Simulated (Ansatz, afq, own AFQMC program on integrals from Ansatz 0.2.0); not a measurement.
# The ruthenium atom (quintet): quantum Monte Carlo beside coupled cluster, def2-TZVPP

Aim: compute the ruthenium atom (quintet) with auxiliary-field quantum Monte Carlo on the same integrals as coupled cluster, and set the energies side by side.

Computed with Ansatz 0.2.0, Gaussian basis, and an in-house AFQMC program (afq) on its integrals; all values are calculated. Level: def2-TZVPP, frozen cores.

The runs, in order: PBE (unrestricted); CCSD(T) on UHF; r2SCAN (unrestricted); PBE0 (unrestricted); B3LYP (unrestricted); wB97M-V (unrestricted); B2PLYP (unrestricted); CCSDT(Q) on UHF; Phaseless AFQMC, CISD trial on UHF; Free-projection AFQMC, CISD trial on UHF.

1 further run of the same task is left out (it didn't finish).

## (1) The atom

A free atom, in its lowest state of this spin that the program finds. No spin-orbit coupling is included. Elements past krypton take def2 core potentials.

1 atom, charge 0, spin multiplicity 5.

## (2) PBE (unrestricted)

in.yaml reads:

```yaml
crystal:
  periodic: [false, false, false]
  atoms:
    - {symbol: Ru, position_ang: [0.000000, 0.000000, 0.000000]}
basis:
  gaussian: {orbitals: def2-TZVPP}
magnetization: {spin_polarized: true, initial_magnetization: 4}
hamiltonian: {xc: {name: PBE}}
output: {orbitals: {seedname: orbitals}}
```

Command:

```bash
> ansatz run in.yaml --threads 1 --pin off --events-out ev --progress --plain --max-ram 8192MiB --backend cpu
```

Output:

```text
Functional definition: PBE
  name "PBE"
  cite "Perdew, Burke & Ernzerhof, Phys. Rev. Lett. 77, 3865 (1996) doi:10.1103/PhysRevLett.77.3865"
  parent pbe
  parameter kappa = 0.804
  parameter beta = 0.06672455060314922
  exchange = pbe_x(kappa = kappa, mu = beta*pi^2/3)
  correlation = pbe_c(beta = beta)
329 factors; their error is unknown
mean field evaluation 1: about -2577.0399 eV, gradient 2.6e1 eV
mean field evaluation 2: about -2567.8803 eV, gradient 5.5e1 eV
mean field evaluation 4: about -2579.6393 eV, gradient 7.7e0 eV
mean field evaluation 8: about -2580.1270 eV, gradient 6.3e-1 eV
mean field evaluation 16: about -2580.1252 eV, gradient 1.8e-4 eV
mean field evaluation 32: about -2580.1201 eV, gradient 2.2e-1 eV
mean field evaluation 64: about -2577.8185 eV, gradient 1.7e1 eV
mean field evaluation 96: about -2579.5428 eV, gradient 2.6e0 eV
mean field evaluation 128: about -2579.8502 eV, gradient 6.5e0 eV
mean field evaluation 160: about -2579.9176 eV, gradient 3.3e0 eV
mean field -2580.12520340 eV, -94.8178523532 hartree, gradient 8.5e-6 eV, S^2 6.000790; 12 other end points of the search recorded, 0 dependent functions left out
reference -2580.12523641 eV, -94.8178535665 hartree; 10, 6 occupied and 46, 50 virtual orbitals, 329 factors
Total energy: -2580.12523641 eV, -94.8178535665 hartree
```

It took 8 s on 1 thread of AMD EPYC 7R13 (Zen 3), shared host; peak memory 0.72 GiB.

From the report: ⟨S²⟩ of the determinant 6.001 (pure quintet: 6.00).

## (3) CCSD(T) on UHF

Changes to in.yaml since step 2:

```diff
@@ -7,3 +7,2 @@
 magnetization: {spin_polarized: true, initial_magnetization: 4}
-hamiltonian: {xc: {name: PBE}}
-output: {orbitals: {seedname: orbitals}}
+correlation: {method: ccsd_t, electrons: outside_noble_gas, hamiltonian_folder: ham}
```

Command:

```bash
> ansatz run in.yaml --threads 1 --pin off --events-out ev --progress --plain --max-ram 24576MiB --backend cuda --devices 0, --max-vram 18GiB
```

Output (excerpt; [...] marks lines left out):

```text
Functional definition: HF
  name "HF"
  cite "Fock, Z. Phys. 61, 126 (1930) doi:10.1007/BF01340294"
  parent pbe
[...]
396 factors; integrals over basis functions are off by at most 1.9e-4 eV
[...]
mean field -2561.22872440 eV, -94.1234195586 hartree, gradient 5.0e-7 eV, S^2 6.004299; 23 other end points of the search recorded, 0 dependent functions left out
determinant -2561.22872440 eV, -94.1234195586 hartree, with singles and doubles -2566.23873606 eV, -94.3075340912 hartree
determinant -2560.92851947 eV, -94.1123872307 hartree, with singles and doubles -2566.04074388 eV, -94.3002580127 hartree
determinant -2560.54640930 eV, -94.0983449411 hartree, with singles and doubles -2565.48600348 eV, -94.2798716789 hartree
determinant -2560.54530973 eV, -94.0983045325 hartree, with singles and doubles -2565.48346754 eV, -94.2797784850 hartree
[...]
determinant -2557.97421104 eV, -94.0038183987 hartree, with singles and doubles -2562.74148376 eV, -94.1790124397 hartree
determinant -2557.74643329 eV, -93.9954477207 hartree, with singles and doubles -2562.54382192 eV, -94.1717485009 hartree
determinant -2561.22872440 eV, -94.1234195586 hartree, with singles and doubles -2566.23893262 eV, -94.3075413147 hartree
determinant -2560.92851947 eV, -94.1123872307 hartree, with singles and doubles -2566.04208497 eV, -94.3003072968 hartree
4 core orbitals not correlated: weight in the atoms' cores, before any rotation towards them, 0.999 or more for the frozen orbitals, at most 0.000 for the correlated occupied ones
reference -2561.22872440 eV, -94.1234195586 hartree; 6, 2 occupied and 46, 50 virtual orbitals, 396 factors
second order -4.95254941 eV of doubles, -0.00000000 eV of singles
cycle   1  -5.01021048 eV  change   -2.3e-6 eV  update   1.2e-6
perturbative correction -0.17834892 eV, -0.0065542020 hartree
Total energy: -2566.41728380 eV, -94.3140955997 hartree
```

It took 18 s on 1 × NVIDIA H100 80GB HBM3 with 1 thread of AMD EPYC 7R13 (Zen 3), shared host; peak host memory 0.85 GiB.

From the report: ⟨S²⟩ of the determinant 6.004 (pure quintet: 6.00); correlation -5.1886 eV; T1 0.014; largest double amplitude 0.03.

This run also writes the integrals to the folder ham.

## (4) r2SCAN (unrestricted)

Changes to in.yaml since step 3:

```diff
@@ -7,2 +7,2 @@
 magnetization: {spin_polarized: true, initial_magnetization: 4}
-correlation: {method: ccsd_t, electrons: outside_noble_gas, hamiltonian_folder: ham}
+hamiltonian: {xc: {name: r2SCAN}}
```

Command:

```bash
> ansatz run in.yaml --threads 1 --pin off --events-out ev --progress --plain --max-ram 8192MiB --backend cpu
```

Output (excerpt; [...] marks lines left out):

```text
Functional definition: r2SCAN
  name "r2SCAN"
  cite "Furness, Kaplan, Ning, Perdew & Sun, J. Phys. Chem. Lett. 11, 8208 (2020) doi:10.1021/acs.jpclett.0c02405"
  cite "Furness, Kaplan, Ning, Perdew & Sun, J. Phys. Chem. Lett. 11, 9248 (2020) doi:10.1021/acs.jpclett.0c03077"
  parent r2scan
[...]
329 factors; their error is unknown
[...]
mean field -2580.68805313 eV, -94.8385366992 hartree, gradient 1.1e-5 eV, S^2 6.001583; 17 other end points of the search recorded, 0 dependent functions left out
reference -2580.68807062 eV, -94.8385373421 hartree; 10, 6 occupied and 46, 50 virtual orbitals, 329 factors
Total energy: -2580.68807062 eV, -94.8385373421 hartree
```

Run time: 17 s. Hardware: 1 thread of AMD EPYC 7R13 (Zen 3), shared host; peak memory 0.72 GiB.

From the report: ⟨S²⟩ of the determinant 6.002 (pure quintet: 6.00).

## (5) PBE0 (unrestricted)

Changes to in.yaml since step 4:

```diff
@@ -7,2 +7,3 @@
 magnetization: {spin_polarized: true, initial_magnetization: 4}
-hamiltonian: {xc: {name: r2SCAN}}
+hamiltonian: {xc: {name: PBE0}}
+output: {orbitals: {seedname: orbitals}}
```

The command is unchanged.

Output:

```text
Functional definition: PBE0
  name "PBE0"
  cite "Adamo & Barone, J. Chem. Phys. 110, 6158 (1999) doi:10.1063/1.478522"
  cite "Perdew, Burke & Ernzerhof, Phys. Rev. Lett. 77, 3865 (1996) doi:10.1103/PhysRevLett.77.3865"
  parent pbe
  parameter a = 0.25
  parameter kappa = 0.804
  parameter beta = 0.06672455060314922
  exchange = (1 - a)*pbe_x(kappa = kappa, mu = beta*pi^2/3) + a*exact_x
  correlation = pbe_c(beta = beta)
381 factors; their error is unknown
mean field evaluation 1: about -2576.9227 eV, gradient 2.3e1 eV
mean field evaluation 2: about -2572.0971 eV, gradient 4.1e1 eV
mean field evaluation 4: about -2578.9264 eV, gradient 2.0e0 eV
mean field evaluation 8: about -2579.2309 eV, gradient 2.7e0 eV
mean field evaluation 16: about -2579.2517 eV, gradient 4.7e0 eV
mean field evaluation 32: about -2579.4756 eV, gradient 2.7e0 eV
mean field -2579.50538461 eV, -94.7950744329 hartree, gradient 4.5e-5 eV, S^2 6.001333; 6 other end points of the search recorded, 0 dependent functions left out
reference -2579.50540880 eV, -94.7950753217 hartree; 10, 6 occupied and 46, 50 virtual orbitals, 381 factors
Total energy: -2579.50540880 eV, -94.7950753217 hartree
```

Run time: 1.7 s. Hardware: 1 thread of AMD EPYC 7R13 (Zen 3), shared host; peak memory 0.72 GiB.

From the report: ⟨S²⟩ of the determinant 6.001 (pure quintet: 6.00).

## (6) B3LYP (unrestricted)

Changes to in.yaml since step 5:

```diff
@@ -7,3 +7,2 @@
 magnetization: {spin_polarized: true, initial_magnetization: 4}
-hamiltonian: {xc: {name: PBE0}}
-output: {orbitals: {seedname: orbitals}}
+hamiltonian: {xc: {name: B3LYP}}
```

Launched as before.

Output (excerpt; [...] marks lines left out):

```text
Functional definition: B3LYP
  name "B3LYP"
  cite "Stephens, Devlin, Chabalowski & Frisch, J. Phys. Chem. 98, 11623 (1994) doi:10.1021/j100096a001"
  cite "Becke, Phys. Rev. A 38, 3098 (1988) doi:10.1103/PhysRevA.38.3098"
  cite "Lee, Yang & Parr, Phys. Rev. B 37, 785 (1988) doi:10.1103/PhysRevB.37.785"
  cite "Vosko, Wilk & Nusair, Can. J. Phys. 58, 1200 (1980) doi:10.1139/p80-159"
[...]
366 factors; their error is unknown
[...]
mean field -2580.70864216 eV, -94.8392933322 hartree, gradient 2.4e-5 eV, S^2 6.001429; 4 other end points of the search recorded, 0 dependent functions left out
reference -2580.70879141 eV, -94.8392988170 hartree; 10, 6 occupied and 46, 50 virtual orbitals, 366 factors
Total energy: -2580.70879141 eV, -94.8392988170 hartree
```

Wall time 2.7 s (1 thread of AMD EPYC 7R13 (Zen 3), shared host); peak memory 0.72 GiB.

From the report: ⟨S²⟩ of the determinant 6.001 (pure quintet: 6.00).

## (7) wB97M-V (unrestricted)

Changes to in.yaml since step 6:

```diff
@@ -7,2 +7,3 @@
 magnetization: {spin_polarized: true, initial_magnetization: 4}
-hamiltonian: {xc: {name: B3LYP}}
+hamiltonian: {xc: {name: wB97M-V}}
+output: {orbitals: {seedname: orbitals}}
```

The command is unchanged.

Output (excerpt; [...] marks lines left out):

```text
Functional definition: wB97M-V
  name "wB97M-V"
  cite "Mardirossian & Head-Gordon, J. Chem. Phys. 144, 214110 (2016) doi:10.1063/1.4952647"
  cite "Becke, J. Chem. Phys. 107, 8554 (1997) doi:10.1063/1.475007"
  cite "Vydrov & Van Voorhis, J. Chem. Phys. 133, 244103 (2010) doi:10.1063/1.3521275"
  # Of w^i u^j: cxij and so on, Table III.
[...]
  gx(w, u) = 1 - cx + cx01*u + cx10*w
  gss(w, u) = css00 + css04*u^4 + css10*w + css20*w^2 + css43*w^4*u^3
  gos(w, u) = cos00 + cos10*w + (cos20 + cos21*u)*w^2 + (cos60 + cos61*u)*w^6
[...]
      + integral(e_c_pw_mod_opposite_spin*gos(b97_w_opposite, b97_u_opposite)) + vv10(b, c)
357 factors; their error is unknown
60 factors; integrals over basis functions are off by at most 1.4e-4 eV
[...]
mean field -2577.20218196 eV, -94.7104332968 hartree, gradient 2.8e-6 eV, S^2 6.002285; 6 other end points of the search recorded, 0 dependent functions left out
reference -2577.20221150 eV, -94.7104343821 hartree; 10, 6 occupied and 46, 50 virtual orbitals, 357 factors
Total energy: -2577.20221150 eV, -94.7104343821 hartree
```

Run time: 9.5 s. Hardware: 1 thread of AMD EPYC 7R13 (Zen 3), shared host; peak memory 0.72 GiB.

From the report: ⟨S²⟩ of the determinant 6.002 (pure quintet: 6.00).

## (8) B2PLYP (unrestricted)

Changes to in.yaml since step 7:

```diff
@@ -7,3 +7,3 @@
 magnetization: {spin_polarized: true, initial_magnetization: 4}
-hamiltonian: {xc: {name: wB97M-V}}
-output: {orbitals: {seedname: orbitals}}
+hamiltonian: {xc: {name: B2PLYP}}
+correlation: {electrons: outside_noble_gas}
```

The command is unchanged.

Output (excerpt; [...] marks lines left out):

```text
Functional definition: B2PLYP
  name "B2PLYP"
  cite "Grimme, J. Chem. Phys. 124, 034108 (2006) doi:10.1063/1.2148954"
  cite "Becke, Phys. Rev. A 38, 3098 (1988) doi:10.1103/PhysRevA.38.3098"
  cite "Lee, Yang & Parr, Phys. Rev. B 37, 785 (1988) doi:10.1103/PhysRevB.37.785"
[...]
396 factors; integrals over basis functions are off by at most 1.9e-4 eV
[...]
mean field -2573.13647605 eV, -94.5610213602 hartree, gradient 3.2e-6 eV, S^2 6.002417; 6 other end points of the search recorded, 0 dependent functions left out
4 core orbitals not correlated: weight in the atoms' cores, before any rotation towards them, 1.000 or more for the frozen orbitals, at most 0.000 for the correlated occupied ones
reference -2573.13657015 eV, -94.5610248185 hartree; 6, 2 occupied and 46, 50 virtual orbitals, 396 factors
second order -5.92140528 eV of doubles, -0.00000000 eV of singles
Total energy: -2574.73534958 eV, -94.6197788787 hartree
```

Wall time 2.6 s (1 thread of AMD EPYC 7R13 (Zen 3), shared host); peak memory 0.72 GiB.

From the report: ⟨S²⟩ of the determinant 6.002 (pure quintet: 6.00).

## (9) CCSDT(Q) on UHF

Changes to in.yaml since step 8:

```diff
@@ -7,3 +7,2 @@
 magnetization: {spin_polarized: true, initial_magnetization: 4}
-hamiltonian: {xc: {name: B2PLYP}}
-correlation: {electrons: outside_noble_gas}
+correlation: {method: ccsdt_q, electrons: outside_noble_gas}
```

Command:

```bash
> ansatz run in.yaml --threads 1 --pin off --events-out ev --progress --plain --max-ram 24576MiB --backend cuda --devices 0, --max-vram 18GiB
```

Output (excerpt; [...] marks lines left out):

```text
Functional definition: HF
  name "HF"
  cite "Fock, Z. Phys. 61, 126 (1930) doi:10.1007/BF01340294"
  parent pbe
[...]
587 factors; integrals over basis functions are off by at most 1.2e-7 eV
[...]
mean field -2561.22872477 eV, -94.1234195720 hartree, gradient 5.0e-7 eV, S^2 6.004299; 23 other end points of the search recorded, 0 dependent functions left out
determinant -2561.22872477 eV, -94.1234195720 hartree, with singles and doubles -2566.23873843 eV, -94.3075341783 hartree
determinant -2560.92851987 eV, -94.1123872454 hartree, with singles and doubles -2566.04074666 eV, -94.3002581147 hartree
determinant -2560.54640947 eV, -94.0983449473 hartree, with singles and doubles -2565.48600473 eV, -94.2798717250 hartree
determinant -2560.54530988 eV, -94.0983045383 hartree, with singles and doubles -2565.48346851 eV, -94.2797785205 hartree
[...]
determinant -2557.97421177 eV, -94.0038184254 hartree, with singles and doubles -2562.74148962 eV, -94.1790126548 hartree
determinant -2557.74643485 eV, -93.9954477779 hartree, with singles and doubles -2562.54382026 eV, -94.1717484400 hartree
determinant -2561.22872477 eV, -94.1234195720 hartree, with singles and doubles -2566.23893512 eV, -94.3075414063 hartree
determinant -2560.92851987 eV, -94.1123872454 hartree, with singles and doubles -2566.04208752 eV, -94.3003073904 hartree
4 core orbitals not correlated: weight in the atoms' cores, before any rotation towards them, 0.999 or more for the frozen orbitals, at most 0.000 for the correlated occupied ones
reference -2561.22872477 eV, -94.1234195720 hartree; 6, 2 occupied and 46, 50 virtual orbitals, 587 factors
second order -4.95255748 eV of doubles, -0.00000000 eV of singles
cycle   1  -4.94927094 eV  change    3.3e-3 eV  update   5.2e-2
[...]
cycle  14  -5.19509511 eV  change   -6.0e-7 eV  update   6.2e-7
perturbative correction -0.00367000 eV, -0.0001348700 hartree
Total energy: -2566.42748987 eV, -94.3144706658 hartree
```

It took 41 s on 1 × NVIDIA H100 80GB HBM3 with 1 thread of AMD EPYC 7R13 (Zen 3), shared host; peak host memory 0.88 GiB.

From the report: ⟨S²⟩ of the determinant 6.004 (pure quintet: 6.00); correlation -5.1988 eV; T1 0.014; largest double amplitude 0.03.

## (10) Phaseless AFQMC, CISD trial on UHF

It reads the integrals that the CCSD(T) run on this determinant wrote.

Command:

```bash
> afq ham --method phaseless --trial cisd --walkers 4000 --populations 20 --least-time 60 --time-step 0.005 --steps-per-block 50 --equilibration-blocks 40 --max-blocks 4000 --target-error 0.0001 --factor-cut 1e-05 --start spin_pure --seed 672 --release-times 0.24,0.5,1,1.5 --release-step 0.02 --release-every 3 --taylor-order 6
```

Output:

```text
orbitals 52  electrons 6 2  factors 383 of 396
reference energy -94.12341956 Eh
CCSD correlation -0.18412199 Eh in 9 cycles, weight of the determinant in the CISD state 0.9389
energy of the start -94.307542 Eh
 block  time / (1/Eh)  mean weight  energy / Eh
     1     0.250  1.0002  -94.307903
     2     0.500  1.0000  -94.309960
     3     0.750  1.0001  -94.311330
     4     1.000  1.0001  -94.312353
     5     1.250  1.0000  -94.312848
     6     1.500  1.0000  -94.313128
     7     1.750  1.0003  -94.313413
     8     2.000  1.0001  -94.313727
     9     2.250  1.0000  -94.313881
    10     2.500  0.9997  -94.314094
    11     2.750  1.0002  -94.314330
    13     3.250  1.0003  -94.314055
    15     3.750  0.9999  -94.313387
    17     4.250  1.0005  -94.314062
    19     4.750  0.9998  -94.314591
    21     5.250  1.0001  -94.314209
    23     5.750  0.9998  -94.314173
    25     6.250  0.9999  -94.314202
    27     6.750  0.9999  -94.314176
    29     7.250  0.9997  -94.314205
    31     7.750  0.9999  -94.314417
    33     8.250  1.0000  -94.314326
    35     8.750  1.0001  -94.314047
    37     9.250  1.0002  -94.313569
    39     9.750  0.9995  -94.314359
    41    10.250  1.0000  -94.314023
    43    10.750  0.9997  -94.314066
    45    11.250  1.0005  -94.313742
    47    11.750  0.9997  -94.313974
    49    12.250  1.0000  -94.314119
    51    12.750  1.0000  -94.313499
    53    13.250  0.9999  -94.313170
    55    13.750  1.0003  -94.313894
    57    14.250  1.0001  -94.313741
    59    14.750  1.0000  -94.313432
    61    15.250  1.0000  -94.314012
    63    15.750  1.0000  -94.313646
    65    16.250  0.9999  -94.313529
    67    16.750  0.9993  -94.313368
    69    17.250  0.9998  -94.313474
    71    17.750  0.9995  -94.313872
    73    18.250  1.0002  -94.313450
    75    18.750  0.9998  -94.313437
    77    19.250  1.0002  -94.313824
    79    19.750  1.0002  -94.313757
    81    20.250  0.9999  -94.313323
    83    20.750  1.0005  -94.313951
    85    21.250  0.9998  -94.313782
    87    21.750  0.9999  -94.313253
    89    22.250  0.9996  -94.313521
error from the spread of 20 populations
released: time / (1/Eh)  energy / Eh  error  mean overlap
  0.24  -94.313811  0.000066  1.0018
  0.50  -94.314032  0.000076  1.0008
  1.00  -94.314287  0.000060  0.9944
  1.50  -94.314309  0.000085  0.9908
energy -94.313685 +/- 0.000060 Eh
```

It took 2.8 min on 1 × NVIDIA H100 80GB HBM3 with 2 threads of AMD EPYC 7R13 (Zen 3), shared host; peak host memory 1.5 GiB.

Energy -2566.4061 ± 0.0016 eV. Caveats: constraint bias not in the error.

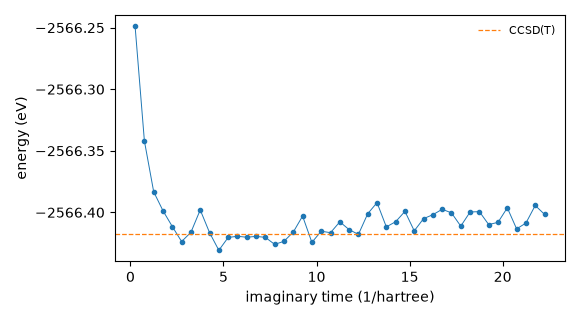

Block energies along the walk.

## (11) Free-projection AFQMC, CISD trial on UHF

It reads the integrals that the CCSD(T) run on this determinant wrote.

Command:

```bash
> afq ham --method free --trial cisd --walkers 4000 --time-step 0.03 --max-blocks 4000 --target-error 0.0002 --factor-cut 1e-05 --seed 7497 --times 0,0.3,0.6,1.2,1.8,2.4,3.6,4.8,6 --taylor-order 8
```

Output:

```text
orbitals 52  electrons 6 2  factors 383 of 396
reference energy -94.12341956 Eh
CCSD correlation -0.18412199 Eh in 9 cycles, weight of the determinant in the CISD state 0.9389
repeat  energy at the last time / Eh  error
    10  -94.314264  0.000285
    20  -94.314389  0.000166
time / (1/Eh)  energy / Eh  error  mean overlap
  0.00  -94.307530  0.000017  1.0649
  0.30  -94.312406  0.000032  1.0635
  0.60  -94.313476  0.000036  1.0630
  1.20  -94.314014  0.000032  1.0661
  1.80  -94.314254  0.000038  1.0655
  2.40  -94.314314  0.000046  1.0676
  3.60  -94.314421  0.000076  1.0664
  4.80  -94.314578  0.000058  1.0698
  6.00  -94.314489  0.000140  1.0722
energy -94.314489 +/- 0.000140 Eh
```

It took 85 s on 1 × NVIDIA H100 80GB HBM3 with 2 threads of AMD EPYC 7R13 (Zen 3), shared host; peak host memory 1.6 GiB.

Energy -2566.4280 ± 0.0038 eV. Caveats: remainder of the start not in the error.

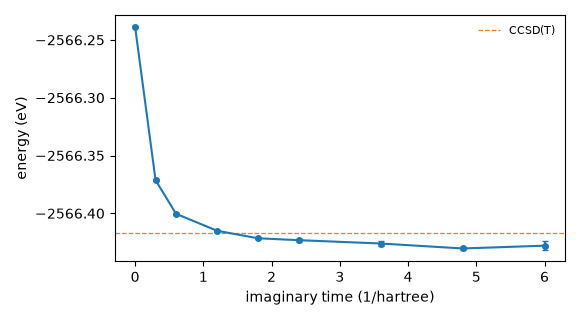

Energy against projection time, with error bars.

## (12) AFQMC on the ladder

On the UHF determinant, counted from CCSDT(Q) (a yardstick, not exact):

| level | energy (eV) | from CCSDT(Q) (kcal/mol) | statistical error (kcal/mol) | time |
| --- | --- | --- | --- | --- |
| HF | -2561.2287 | +119.89 |  |  |
| MP2 | -2566.1813 | +5.68 |  |  |
| CCSD | -2566.2389 | +4.35 |  |  |
| CCSD(T) | -2566.4173 | +0.24 |  |  |
| CCSDT(Q) | -2566.4275 | 0.00 |  |  |
| Phaseless AFQMC, CISD trial, step 0.005, 4000 walkers | -2566.4061 | +0.49 | 0.04 | 2.8 min |
| Free-projection AFQMC, CISD trial, step 0.03, 4000 walkers | -2566.4280 | -0.01 | 0.09 | 85 s |

The functionals' totals stand on their own zeros and serve differences with other points: PBE -2580.125 eV; r2SCAN -2580.688 eV; PBE0 -2579.505 eV; B3LYP -2580.709 eV; wB97M-V -2577.202 eV; B2PLYP -2574.735 eV.

## (13) Results

```
                                              quantity                  value
                          CCSD(T) on UHF from CCSDT(Q)         +0.24 kcal/mol
      Phaseless AFQMC, CISD trial on UHF from CCSDT(Q)  +0.49 ± 0.04 kcal/mol
Free-projection AFQMC, CISD trial on UHF from CCSDT(Q)  -0.01 ± 0.09 kcal/mol
```

On UHF the phaseless walk with the CISD trial lies +0.49 kcal/mol from CCSDT(Q), 13 times its error bar. Free projection has no constraint; at the last time it gives -0.01 ± 0.09 kcal/mol, and from a start that isn't spin pure other spins can mix in. Error bars are statistical and leave out the constraint, the time step and what remains of the start. Ru carries a core potential, and spin-orbit coupling is left out.
